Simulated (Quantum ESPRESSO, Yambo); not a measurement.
# A GW run on KF (Carobbiite) in Yambo, with inputs changed

What do changed inputs do to GW on KF (Carobbiite)?

Method: PBE and many-body steps on it, plane waves, in Yambo 5.3.0.

### Step 1. Starting point

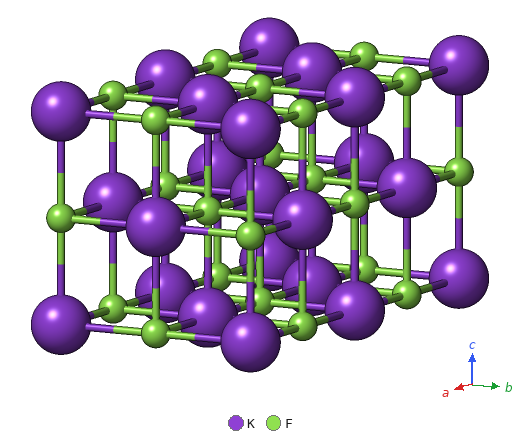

The cell as given, from a free direction (potassium purple, fluorine green). 2×1×1 cells are drawn. This picture shows the conventional cell, with its axes. Some periodic images of atoms are drawn too.

As a file:

```xyz
2
Lattice="0.0000 2.6719 2.6719 2.6719 0.0000 2.6719 2.6719 2.6719 0.0000" Properties=species:S:1:pos:R:3 pbc="T T T"
K     0.0000    0.0000    0.0000
F     2.6719    2.6719    2.6719
```

The cell and positions come from the Crystallography Open Database and are kept as given unless a step says otherwise.

### Step 2. Base

This step: Yambo 5.3.0; G0W0 on PBE, plane waves, norm-conserving pseudopotentials.

Now the one-shot GW correction: screening in the RPA, then the self-energy of the levels asked for.

File gw1.in:

```
HF_and_locXC
gw0
dyson
ppa
em1d
rim_cut
RandQpts= 1000000
RandGvec= 1 RL
EXXRLvcs= 72 Ry
VXCRLvcs= 288 Ry
Chimod= "HARTREE"
% BndsRnXp
 1 | 101 |
%
NGsBlkXp= 13 Ry
% LongDrXp
 1 | 1 | 1 |
%
% GbndRnge
 1 | 101 |
%
DysSolver= "n"
ExtendOut
PPAPntXp= 27.21138 eV
% QPkrange
 1 | 1 | 7 | 10 |
%
```

The run is started by

```
$ OMP_NUM_THREADS=1 mpirun -n 4 yambo -F gw1.in -J gw1 -C gw1 > gw1.log
```

Log:

```text
 Yambo, version 5.3.0

 [02] CORE Variables Setup
 =========================

  [... cell, symmetries and grids as in the set-up ...]

  [02.05] Energies & Occupations
  ==============================

  [X] === General ===
  [X] Electronic Temperature                        :  0.000000  0.000000 [eV K]
  [X] Bosonic    Temperature                        :  0.000000  0.000000 [eV K]
  [X] Finite Temperature mode                       : no
  [X] El. density                                   :  0.41942E+24 [cm-3]
  [X] Fermi Level                                   :  1.536558 [eV]

  [X] === Gaps and Widths ===
  [X] Conduction Band Min                           :  6.199420 [eV]
  [X] Valence Band Max                              :  0.000000 [eV]
  [X] Filled Bands                                  :   8
  [X] Empty Bands                                   :    9  101
  [X] Direct Gap                                    :  6.199420 [eV]
  [X] Direct Gap localized at k                     :  1
  [X] Indirect Gap                                  :  6.199420 [eV]
  [X] Indirect Gap between kpts                     :  1  1
  [X] Last valence band width                       :  0.344584 [eV]
  [X] 1st conduction band width                     :  3.553835 [eV]

 [03] Transferred momenta grid and indexing
 ==========================================

 IBZ Q-points                                      :   8
 BZ  Q-points                                      :   64

 K/Q-points units:
 rlu = crystal or reduced units; cc = cartesian coordinates; iku = interal k-units

 Q [1]          [rlu]:  0.000000  0.000000  0.000000
 Q [2]          [rlu]:  0.16981E-17  0.16981E-17  0.25000
 Q [3]          [rlu]: -0.33962E-17 -0.33962E-17 -0.50000
 Q [4]          [rlu]:  0.74356E-19  0.25000      0.25000
 Q [5]          [rlu]: -0.62307E-17  0.25000      0.50000
 Q [6]          [rlu]: -0.33962E-17  0.25000     -0.25000
 Q [7]          [rlu]: -0.14871E-18 -0.50000     -0.50000
 Q [8]          [rlu]:  0.250000 -0.500000 -0.250000

 [04] Coloumb potential Random Integration (RIM)
 ===============================================

  [04.01] RIM initialization
  ==========================

  * Diagonal components only detected *

  8 x (sBL volume)        :  0.120444 [a.u.]
  sBZ random points       :  1000000
  Points outside the sBZ  :   7996195
  RL volume               :  0.963556 [a.u.]
  Integrated volume       :  0.964014 [a.u.]

  [04.02] RIM integrals
  =====================

  Gamma point sphere radius             :  0.089580 [a.u.]
  Points outside the sphere             :   799659
  [Int_sBZ(q=0) 1/q^2]*(Vol_sBZ)^(-1/3) =:  7.764404
                                 should be <:  7.795600

  Summary of Coulomb integrals for non-metallic bands |Q|[au] RIM/Bare

  Q [1] 0.100000E-4 0.995998 * Q [2] 0.269426 1.064955
  Q [4] 0.311106 1.063169 * Q [6] 0.439971 1.026119
  Q [5] 0.515912 1.019126 * Q [3] 0.538852 1.017184
  Q [7] 0.622213 1.014132 * Q [8] 0.695655 1.011034

 [05] Dipoles
 ============

  [05.01] Setup: observables and procedures
  =========================================

 [06] Dynamic Dielectric Matrix (PPA)
 ====================================

 [WR./gw1//ndb.pp]---------------------------------------------------------------
  Brillouin Zone Q/K grids (IBZ/BZ)                :    8   64    8   64
  RL vectors                                       :   3383 [WF]
  Coulomb cutoff potential                         : none
  Electronic Temperature                           :  0.000000 [K]
  Bosonic    Temperature                           :  0.000000 [K]
  PPA    diel. fun.  energies                      : Perdew, Burke & Ernzerhof(X)+Perdew, Burke & Ernzerhof(C)
  wavefunctions                                    : Perdew, Burke & Ernzerhof(X)+Perdew, Burke & Ernzerhof(C)
  Global Gauge                                     : length
  X matrix size                                    :  229
  X band range                                     :    1  101
  X e/h energy range                               : -1.000000 -1.000000 [eV]
  X Time ordering                                  : R
  X Hxc Kernel                                     : HARTREE
  X Drude frequency                                :  0.000000  0.000000
  X poles                                          :  100.0000 [o/o]
  RL vectors in the sum                            :   3383
  [r,Vnl] included                                 : yes
  Field direction                                  :  0.577350E-5  0.577350E-5  0.577350E-5
  BZ energy Double Grid                            : no
  BZ energy DbGd points                            : 0
  BZ Q point size factor                           : -1.000000
  X Optical Averaged directions                    : none

 [07] Local Exchange-Correlation + Non-Local Fock
 ================================================

 [VXC] Plane waves :  21187
 [EXS] Plane waves :  2733

 QP @ state[ 1 ] K range:  1  1
 QP @ state[ 1 ] b range:   7  10

 [xc] Functional : Perdew, Burke & Ernzerhof(X)+Perdew, Burke & Ernzerhof(C)
 [xc] LIBXC used to calculate xc functional
  PP Number of Atomic Species                      :  2
  NLCC RL compoments                               :  21187
  PP Number of Atomic Species                      :  2
  NLCC RL compoments                               :  21187

 [xc] E_xc :  -9.052398 [Ha]
      E_xc :  -18.10480 [Ry]

  Local XC kind (lXC) : Perdew, Burke & Ernzerhof(X)+Perdew, Burke & Ernzerhof(C)
  Non-Local XC kind (nlXC) : Hartree-Fock

  Corrections @ K [1] :  [eV]
 <7|nlXC|7> = -29.45282 -0.56192E-18 <7|lXC|7> = -21.89882  0.000000
 <8|nlXC|8> = -29.45304  0.87567E-17 <8|lXC|8> = -21.89881  0.000000
 <9|nlXC|9> = -4.028151  0.42619E-18 <9|lXC|9> = -7.969212  0.94408E-16
 <10|nlXC|10> = -4.982470  0.11699E-17 <10|lXC|10> = -10.84086 -0.94408E-16

 [08] Dyson equation: Newton solver
 ==================================

  [08.01] G0W0 (W PPA)
  ====================

  [  GW  ] Bands range     :    1  101
  [GW/PPA] G damping       :  0.100000 [eV]

  QP @ state[ 1 ] K range:  1  1
  QP @ state[ 1 ] b range:   7  10

   Sc/G bands                                       :    1  101
   Sc/G damping                                     :  0.100000 ev
   Sc bands terminator                              : no
   Sx RL components                                 :  2733

   QP @ state[ 1 ] K range                          :  1  1
   QP @ state[ 1 ] b range                          :   7  10
   GF energies kind                                 : Perdew, Burke & Ernzerhof(X)+Perdew, Burke & Ernzerhof(C)
   GF WF`s kind                                     : Perdew, Burke & Ernzerhof(X)+Perdew, Burke & Ernzerhof(C)
   Xs energies kind                                 : Perdew, Burke & Ernzerhof(X)+Perdew, Burke & Ernzerhof(C)
   Xs WF`s kind                                     : Perdew, Burke & Ernzerhof(X)+Perdew, Burke & Ernzerhof(C)

 [11] Game Over & Game summary
```

It took 37 s on 4 MPI ranks of Arm Neoverse V1, shared host; peak memory 1.4 GiB; 2.4 min of CPU time.

This step gave:

- G0W0 gap on the points computed: 9.539 eV
- starting gap on the mesh: 6.199 eV
- k of the valence top: 0, 0, 0
- k of the conduction bottom: 0, 0, 0
- least direct G0W0 gap on the computed points: 9.539 eV
- Z at the valence top: 0.8116
- Z at the conduction bottom: 0.9004

The gap on the mesh goes from 6.20 eV to 9.54 eV, a correction of +3.34 eV.

### Step 3. Scissors in G

gw2.in, as its differences from gw1.in of step 2:

```diff
@@ -27 +27,4 @@
 %
+% GfnQP_E
+ 0.5 | 1.0 | 1.0 |
+%
```

The run is started by

```
$ OMP_NUM_THREADS=1 mpirun -n 4 yambo -F gw2.in -J gw2,gw1_W -C gw2 > gw2.log
```

Log:

```text
 Yambo, version 5.3.0

 [02] CORE Variables Setup
 =========================

  [... cell, symmetries and grids as in the set-up ...]

  [02.05] Energies & Occupations
  ==============================

  [X] === General ===
  [X] Electronic Temperature                        :  0.000000  0.000000 [eV K]
  [X] Bosonic    Temperature                        :  0.000000  0.000000 [eV K]
  [X] Finite Temperature mode                       : no
  [X] El. density                                   :  0.41942E+24 [cm-3]
  [X] Fermi Level                                   :  1.536558 [eV]

  [X] === Gaps and Widths ===
  [X] Conduction Band Min                           :  6.199420 [eV]
  [X] Valence Band Max                              :  0.000000 [eV]
  [X] Filled Bands                                  :   8
  [X] Empty Bands                                   :    9  101
  [X] Direct Gap                                    :  6.199420 [eV]
  [X] Direct Gap localized at k                     :  1
  [X] Indirect Gap                                  :  6.199420 [eV]
  [X] Indirect Gap between kpts                     :  1  1
  [X] Last valence band width                       :  0.344584 [eV]
  [X] 1st conduction band width                     :  3.553835 [eV]

 [03] Transferred momenta grid and indexing
 ==========================================

 IBZ Q-points                                      :   8
 BZ  Q-points                                      :   64

 K/Q-points units:
 rlu = crystal or reduced units; cc = cartesian coordinates; iku = interal k-units

 Q [1]          [rlu]:  0.000000  0.000000  0.000000
 Q [2]          [rlu]:  0.16981E-17  0.16981E-17  0.25000
 Q [3]          [rlu]: -0.33962E-17 -0.33962E-17 -0.50000
[...]
[G+QP] Direct Gap localized at k                  :  1
  [G+QP] Indirect Gap                               :  6.699420 [eV]
  [G+QP] Indirect Gap between kpts                  :  1  1
  [G+QP] Last valence band width                    :  0.344584 [eV]
  [G+QP] 1st conduction band width                  :  3.553835 [eV]

  [coarse-grid] Minimum Bare Gap        [ev]:  6.199420
  [coarse-grid] Minimum Gap Correction  [ev]:  0.500000

  Eqp @ K [1]
   -26.1146     -18.5988     -9.36445     -9.36445     -9.36445    -0.218624E-8 -0.154344E-8   0.00000
    6.69942  11.19423  11.19423  11.19423  12.82173  12.82173  17.39953  24.77706
  Eqp @ K [2]
  -26.06780 -18.64214  -9.50250  -9.38292  -9.38292  -0.43190  -0.17593  -0.17593
[...]
Eqp @ K [3]
[...]
Eqp @ K [4]
[...]
Eqp @ K [5]
[...]
[... 2 further k-points ...]
  Eqp @ K [8]
  -25.99679 -18.64033  -9.74953  -9.74953  -9.45159  -0.40084  -0.16078  -0.16078
   10.25325  10.25325  11.70776  13.85045  14.59604  15.39290  16.49774  16.49774

 [06] Dipoles
 ============

  [06.01] Setup: observables and procedures
  =========================================

 [07] Dynamic Dielectric Matrix (PPA)
 ====================================

   Sc/G bands                                       :    1  101
   Sc/G damping                                     :  0.100000 ev
   Sc bands terminator                              : no
   Sx RL components                                 :  2733

   QP @ state[ 1 ] K range                          :  1  1
   QP @ state[ 1 ] b range                          :   7  10
   GF energies kind                                 : Perdew, Burke & Ernzerhof(X)+Perdew, Burke & Ernzerhof(C)+ user defined corrections @E
   GF WF`s kind                                     : Perdew, Burke & Ernzerhof(X)+Perdew, Burke & Ernzerhof(C)
   Xs energies kind                                 : Perdew, Burke & Ernzerhof(X)+Perdew, Burke & Ernzerhof(C)
   Xs WF`s kind                                     : Perdew, Burke & Ernzerhof(X)+Perdew, Burke & Ernzerhof(C)

 [12] Game Over & Game summary
```

Elapsed: 14 s, on 4 MPI ranks; peak memory 1.3 GiB; 56 s of CPU time.

This step gave:

```
G0W0 gap on the points computed              : 9.577 eV
starting gap on the mesh                     : 6.199 eV
k of the valence top                         : 0, 0, 0
k of the conduction bottom                   : 0, 0, 0
least direct G0W0 gap on the computed points : 9.577 eV
Z at the valence top                         : 0.8119
Z at the conduction bottom                   : 0.9030
```

The program's own table gives 9.626 eV, which is too large where the input levels are shifted: this version takes Σc at the unshifted level E₀, yet steps from the shifted one. The value above is the Newton step from E₀, E₀ + Z(Σc + Σx − Vxc), rebuilt from the printed columns.

### Step 4. Field direction

File gw3.in:

```
HF_and_locXC
gw0
dyson
ppa
em1d
rim_cut
RandQpts= 1000000
RandGvec= 1 RL
EXXRLvcs= 72 Ry
VXCRLvcs= 288 Ry
Chimod= "HARTREE"
% BndsRnXp
 1 | 101 |
%
NGsBlkXp= 13 Ry
% LongDrXp
 0 | 0 | 1 |
%
% GbndRnge
 1 | 101 |
%
DysSolver= "n"
ExtendOut
PPAPntXp= 27.21138 eV
% QPkrange
 1 | 1 | 7 | 10 |
%
```

The run is started by

```
$ OMP_NUM_THREADS=1 mpirun -n 4 yambo -F gw3.in -J gw3 -C gw3 > gw3.log
```

Log:

```text
 Yambo, version 5.3.0

 [02] CORE Variables Setup
 =========================

  [... cell, symmetries and grids as in the set-up ...]

  [02.05] Energies & Occupations
  ==============================

  [X] === General ===
  [X] Electronic Temperature                        :  0.000000  0.000000 [eV K]
  [X] Bosonic    Temperature                        :  0.000000  0.000000 [eV K]
  [X] Finite Temperature mode                       : no
  [X] El. density                                   :  0.41942E+24 [cm-3]
[...]
Sx RL components                                 :  2733

   QP @ state[ 1 ] K range                          :  1  1
   QP @ state[ 1 ] b range                          :   7  10
   GF energies kind                                 : Perdew, Burke & Ernzerhof(X)+Perdew, Burke & Ernzerhof(C)
   GF WF`s kind                                     : Perdew, Burke & Ernzerhof(X)+Perdew, Burke & Ernzerhof(C)
   Xs energies kind                                 : Perdew, Burke & Ernzerhof(X)+Perdew, Burke & Ernzerhof(C)
   Xs WF`s kind                                     : Perdew, Burke & Ernzerhof(X)+Perdew, Burke & Ernzerhof(C)

 [11] Game Over & Game summary
```

It took 37 s on 4 MPI ranks; peak memory 1.4 GiB; 2.4 min of CPU time.

Numbers from this step:

| Quantity | Value |
| --- | --- |
| G0W0 gap on the points computed | 9.539 eV |
| starting gap on the mesh | 6.199 eV |
| k of the valence top | 0, 0, 0 |
| k of the conduction bottom | 0, 0, 0 |
| least direct G0W0 gap on the computed points | 9.539 eV |

Against G0W0 in Yambo (4×4×4 mesh, 101 bands, screening to 176.9 eV, Godby-Needs plasmon pole), the gap moves by −0.0001 eV.

### Step 5. Exchange cutoff

File gw5.in:

```
HF_and_locXC
gw0
dyson
ppa
em1d
rim_cut
RandQpts= 1000000
RandGvec= 1 RL
EXXRLvcs= 144 Ry
VXCRLvcs= 288 Ry
Chimod= "HARTREE"
% BndsRnXp
 1 | 101 |
%
NGsBlkXp= 13 Ry
% LongDrXp
 1 | 1 | 1 |
%
% GbndRnge
 1 | 101 |
%
DysSolver= "n"
ExtendOut
PPAPntXp= 27.21138 eV
% QPkrange
 1 | 1 | 7 | 10 |
%
```

The run is started by

```
$ OMP_NUM_THREADS=1 mpirun -n 4 yambo -F gw5.in -J gw5,gw1_W -C gw5 > gw5.log
```

Log:

```text
 Yambo, version 5.3.0

 [02] CORE Variables Setup
 =========================

  [... cell, symmetries and grids as in the set-up ...]

  [02.05] Energies & Occupations
  ==============================

  [X] === General ===
  [X] Electronic Temperature                        :  0.000000  0.000000 [eV K]
  [X] Bosonic    Temperature                        :  0.000000  0.000000 [eV K]
  [X] Finite Temperature mode                       : no
  [X] El. density                                   :  0.41942E+24 [cm-3]
  [X] Fermi Level                                   :  1.536558 [eV]

  [X] === Gaps and Widths ===
  [X] Conduction Band Min                           :  6.199420 [eV]
  [X] Valence Band Max                              :  0.000000 [eV]
  [X] Filled Bands                                  :   8
  [X] Empty Bands                                   :    9  101
  [X] Direct Gap                                    :  6.199420 [eV]
  [X] Direct Gap localized at k                     :  1
  [X] Indirect Gap                                  :  6.199420 [eV]
  [X] Indirect Gap between kpts                     :  1  1
  [X] Last valence band width                       :  0.344584 [eV]
  [X] 1st conduction band width                     :  3.553835 [eV]

 [03] Transferred momenta grid and indexing
 ==========================================

 IBZ Q-points                                      :   8
 BZ  Q-points                                      :   64

 K/Q-points units:
 rlu = crystal or reduced units; cc = cartesian coordinates; iku = interal k-units

 Q [1]          [rlu]:  0.000000  0.000000  0.000000
 Q [2]          [rlu]:  0.16981E-17  0.16981E-17  0.25000
 Q [3]          [rlu]: -0.33962E-17 -0.33962E-17 -0.50000
[...]
Q [7]          [rlu]: -0.14871E-18 -0.50000     -0.50000
 Q [8]          [rlu]:  0.250000 -0.500000 -0.250000

 [04] Coloumb potential Random Integration (RIM)
 ===============================================

 Summary of Coulomb integrals for non-metallic bands |Q|[au] RIM/Bare

 Q [1] 0.100000E-4 0.995998 * Q [2] 0.269426 1.064955
 Q [4] 0.311106 1.063169 * Q [6] 0.439971 1.026119
 Q [5] 0.515912 1.019126 * Q [3] 0.538852 1.017184
 Q [7] 0.622213 1.014132 * Q [8] 0.695655 1.011034

 [05] Dipoles
 ============

  [05.01] Setup: observables and procedures
  =========================================

 [06] Dynamic Dielectric Matrix (PPA)
 ====================================

   Sc/G bands                                       :    1  101
   Sc/G damping                                     :  0.100000 ev
   Sc bands terminator                              : no
   Sx RL components                                 :   7631

   QP @ state[ 1 ] K range                          :  1  1
   QP @ state[ 1 ] b range                          :   7  10
   GF energies kind                                 : Perdew, Burke & Ernzerhof(X)+Perdew, Burke & Ernzerhof(C)
   GF WF`s kind                                     : Perdew, Burke & Ernzerhof(X)+Perdew, Burke & Ernzerhof(C)
   Xs energies kind                                 : Perdew, Burke & Ernzerhof(X)+Perdew, Burke & Ernzerhof(C)
   Xs WF`s kind                                     : Perdew, Burke & Ernzerhof(X)+Perdew, Burke & Ernzerhof(C)

 [11] Game Over & Game summary
```

Run time: 14 s. Hardware: 4 MPI ranks; peak memory 1.3 GiB; 56 s of CPU time.

Numbers from this step:

* G0W0 gap on the points computed: 9.545 eV
* starting gap on the mesh: 6.199 eV
* k of the valence top: 0, 0, 0
* k of the conduction bottom: 0, 0, 0
* least direct G0W0 gap on the computed points: 9.545 eV
* Z at the valence top: 0.8116
* Z at the conduction bottom: 0.9004

[end of part 1 of 2]

[Paths, hosts, dates, memory and timing lines, banners, echoed tables and standing remarks are left out of the program output.]

[Logs are printed without paths, hosts, clocks, repeated set-up lines and the standing remarks that a program may print on its own settings, such as how far it seeks lower states.]

[Runs of the session that timed out or met a known fault of the program may be left out.]

[Hosts, paths, dates, database ids (printed as entryN), source tags and the programs' standing remarks are cut or masked in the printed files.]
